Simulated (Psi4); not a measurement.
# TPSS/def2-SVP (sweep point 4) run of BH3SO (SMILES OBS)

What is the vertical ionisation energy of BH3SO at TPSS/def2-SVP (sweep point 4)? The job is set up through a Python script.

The calculation is run with Psi4 1.11.

## (1) The structure to begin with

BH3SO has 6 atoms, charge 0, and is taken as a singlet. As SMILES, `OBS`. Geometry: relaxed at PBE0-D4/def2-TZVP. This is one conformer, not always the lowest.

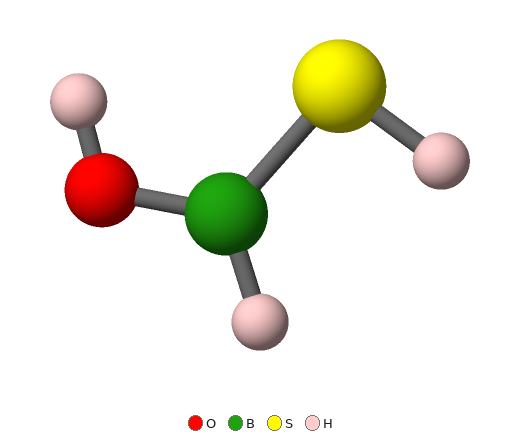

Viewed from a chosen angle; oxygen red, boron green, sulfur yellow, hydrogen pink.

## (2) A single-point energy at TPSS/def2-SVP (sweep point 4)

Input file job.py:

```python
import psi4

psi4.set_memory('1600 MB')
psi4.set_num_threads(1)
psi4.set_output_file('psi4.out', False)

geom = psi4.geometry("""
0 1
O     -2.08701353    -0.17083124    -1.89312763
B      0.10317905     0.32068652    -0.67671093
S      0.63664873    -0.74171750     2.53620143
H     -3.31287887    -1.10945821    -0.93617032
H      1.68998207     1.48078939    -1.77993304
H      2.97008255     0.22034207     2.74974048
units bohr
symmetry c1
""")

psi4.set_options({
    'basis': 'def2-SVP',
    'reference': 'rks',
    'puream': True,
    'scf_type': 'pk',
    'dft_radial_points': 99,
    'dft_spherical_points': 590,
})

E = psi4.energy('tpss')
print('E =', round(E, 9))
```

Launch:

```sh
$ python job.py
```

psi4.out:

```text
[...]
  Running in c1 symmetry.
[...]
  Nuclear repulsion =   88.768868558049263
[...]
  Multiplicity = 1
[...]
  Nalpha       = 16
  Nbeta        = 16
[...]
    Number of basis functions: 61
[...]
   @RKS iter   1:  -499.76660608240013   -1.57798e-01   1.13039e-02 ADIIS/DIIS
[...]
   @RKS iter   9:  -499.98188243419105   -1.92607e-08   3.72519e-07 DIIS
[...]
    Orbital Energies [Eh]
    ---------------------
    Doubly Occupied:
       1A    -88.340695     2A    -18.922201     3A     -7.741686
       4A     -6.640525     5A     -5.728120     6A     -5.722989
       7A     -5.719764     8A     -0.960190     9A     -0.686422
      10A     -0.528338    11A     -0.422810    12A     -0.378747
      13A     -0.335893    14A     -0.335008    15A     -0.275656
      16A     -0.241681
[...]
  @RKS Final Energy:  -499.98188243419105
   => Energetics <=
    Nuclear Repulsion Energy =             88.7688685580492631
    One-Electron Energy =                -864.5766814604244246
    Two-Electron Energy =                 315.3489435850266318
    DFT Exchange-Correlation Energy =     -39.5230131168424919
    Empirical Dispersion Energy =           0.0000000000000000
    VV10 Nonlocal Energy =                  0.0000000000000000
    Total Energy =                       -499.9818824341910499
[...]
 Multipole Moments:
 ------------------------------------------------------------------------------------
     Multipole            Electronic (a.u.)      Nuclear  (a.u.)        Total (a.u.)
 ------------------------------------------------------------------------------------
 L = 1.  Multiply by 2.5417464519 to convert [e a0] to [Debye]
 Dipole X            :         -0.8937952            0.7897433           -0.1040520
 Dipole Y            :         -0.6195508            0.4809352           -0.1386156
 Dipole Z            :          0.5379453           -0.3111451            0.2268002
 Magnitude           :                                                    0.2854460
[...]
```

Standard output:

```text
E = -499.981882434
```

Run time: 13 s. Hardware: 1 thread of Intel Xeon 6975P-C (Granite Rapids), shared host; peak memory 0.88 GiB.

## (3) The doublet cation

Input file run.py:

```python
import psi4

psi4.set_memory('1600 MB')
psi4.set_num_threads(1)
psi4.set_output_file('run.log', False)

mol = psi4.geometry("""
1 2
O     -2.08701353    -0.17083124    -1.89312763
B      0.10317905     0.32068652    -0.67671093
S      0.63664873    -0.74171750     2.53620143
H     -3.31287887    -1.10945821    -0.93617032
H      1.68998207     1.48078939    -1.77993304
H      2.97008255     0.22034207     2.74974048
units au
symmetry c1
""")

options = {'basis': 'def2-SVP', 'reference': 'uks', 'puream': True, 'scf_type': 'pk', 'dft_radial_points': 99, 'dft_spherical_points': 590, 'maxiter': 150}
psi4.set_options(options)

E, wfn = psi4.energy("tpss", return_wfn=True)
print(f'total energy {E:.8f} hartree = {E * 27.211386:.5f} eV')
for k, v in sorted(psi4.core.scalar_variables().items()):
    print(f'{k:45s} {v:18.10f}')
```

Launch:

```sh
$ python run.py
```

run.log:

```text
[...]
  Running in c1 symmetry.
[...]
  Nuclear repulsion =   88.768868558049263
[...]
  Multiplicity = 2
[...]
  Nalpha       = 16
  Nbeta        = 15
[...]
    Number of basis functions: 61
[...]
   @UKS iter   1:  -499.40724685156277    2.01561e-01   1.06489e-02 DIIS/ADIIS
[...]
   @UKS iter  12:  -499.60739587761628   -1.39314e-08   4.82025e-07 DIIS
[...]
   @S^2 Observed:                7.562262688E-01
[...]
    Orbital Energies [Eh]
    ---------------------
    Alpha Occupied:
       1A    -88.683874     2A    -19.189055     3A     -8.083361
       4A     -6.893896     5A     -6.073420     6A     -6.065307
       7A     -6.060257     8A     -1.218880     9A     -1.010514
      10A     -0.774460    11A     -0.708971    12A     -0.643664
      13A     -0.609639    14A     -0.596082    15A     -0.567012
      16A     -0.534145
    Alpha Virtual:
      17A     -0.274455    18A     -0.256027    19A     -0.157942
      20A     -0.155130    21A     -0.072928    22A     -0.042910
      23A      0.005896    24A      0.049518    25A      0.073522
[...]
  @UKS Final Energy:  -499.60739587761628
   => Energetics <=
    Nuclear Repulsion Energy =             88.7688685580492631
    One-Electron Energy =                -855.2788429232928138
    Two-Electron Energy =                 306.1018721791328971
    DFT Exchange-Correlation Energy =     -39.1992936915056234
    Empirical Dispersion Energy =           0.0000000000000000
    VV10 Nonlocal Energy =                  0.0000000000000000
    Total Energy =                       -499.6073958776162840
[...]
 Multipole Moments:
 ------------------------------------------------------------------------------------
     Multipole            Electronic (a.u.)      Nuclear  (a.u.)        Total (a.u.)
 ------------------------------------------------------------------------------------
 L = 1.  Multiply by 2.5417464519 to convert [e a0] to [Debye]
 Dipole X            :         -0.4548446            0.7897433            0.3348987
 Dipole Y            :         -0.6363017            0.4809352           -0.1553666
 Dipole Z            :          1.0661752           -0.3111451            0.7550301
 Magnitude           :                                                    0.8404561
[...]
```

On the terminal:

```text
total energy -499.60739588 hartree = -13595.00970 eV
CURRENT ENERGY                                   -499.6073958776
CURRENT REFERENCE ENERGY                         -499.6073958776
DD SOLVATION ENERGY                                 0.0000000000
DFT FUNCTIONAL TOTAL ENERGY                      -499.6073958776
DFT TOTAL ENERGY                                 -499.6073958776
DFT VV10 ENERGY                                     0.0000000000
DFT XC ENERGY                                     -39.1992936915
GRID ELECTRONS ALPHA                               16.0000001187
GRID ELECTRONS BETA                                15.0000001105
GRID ELECTRONS TOTAL                               31.0000002292
NUCLEAR REPULSION ENERGY                           88.7688685580
ONE-ELECTRON ENERGY                              -855.2788429233
PCM POLARIZATION ENERGY                             0.0000000000
PE ENERGY                                           0.0000000000
SCF ITERATION ENERGY                             -499.6073958776
SCF ITERATIONS                                     12.0000000000
SCF TOTAL ENERGY                                 -499.6073958776
TWO-ELECTRON ENERGY                               306.1018721791
XC GRID RADIAL POINTS                              99.0000000000
XC GRID SPHERICAL POINTS                          590.0000000000
XC GRID TOTAL POINTS                           333483.0000000000
```

It took 33 s on 1 thread of Intel Xeon 6975P-C (Granite Rapids), shared host; peak memory 0.88 GiB.

## (4) Results

Level: TPSS/def2-SVP (sweep point 4).

| quantity | value |
| --- | --- |
| singlet BH3SO: total energy | -499.98188 Eh |
| singlet BH3SO: dipole moment | 0.73 D |
| singlet BH3SO: HOMO energy | -6.58 eV |
| singlet BH3SO: LUMO energy | -0.52 eV |
| singlet BH3SO: HOMO–LUMO gap | 6.06 eV |
| doublet cation: total energy | -499.60740 Eh |
| doublet cation: HOMO energy (highest over α and β) | -14.41 eV |
| doublet cation: LUMO energy (lowest over α and β) | -13.71 eV |
| doublet cation: ⟨S²⟩ | 0.756 |
| vertical ionisation energy (to the doublet cation) | 10.190 eV |

In words: The vertical ionisation energy comes to 10.19 eV (235 kcal/mol). The negative HOMO energy of the first species, 6.58 eV, lies 3.61 eV below that difference.
